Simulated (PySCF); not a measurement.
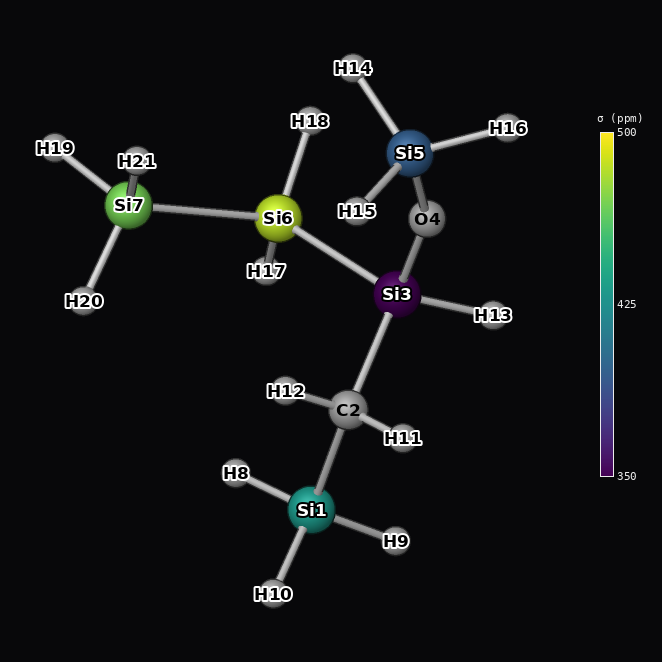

Atoms are coloured by their isotropic NMR shieldings (Si only, the others grey). Computed geometry: GFN2-xTB optimisation. No frequency run is at hand to confirm it as a minimum. Properties computed with GIAO PBE0/pcSseg-1 NMR shielding, non-relativistic, gas phase (PySCF 2.14.0).

Which Si atom is the most shielded (lowest chemical shift)?

Si6 (484.7 ppm).

Which Si atom is the least shielded (highest chemical shift)?

Si3 (350.4 ppm).

How wide is the range of Si shifts?

134.3 ppm.

Give the isotropic NMR shieldings of the Si atoms atom by atom.

```
atom  σ (ppm)
 Si1    430.3
 Si3    350.4
 Si5    394.9
 Si6    484.7
 Si7    468.7
```

The geometry is semi-empirical. Around Si such bond lengths and angles can be off by a tenth of an ångström or more and by several degrees, and values that hang on the shape move with them.
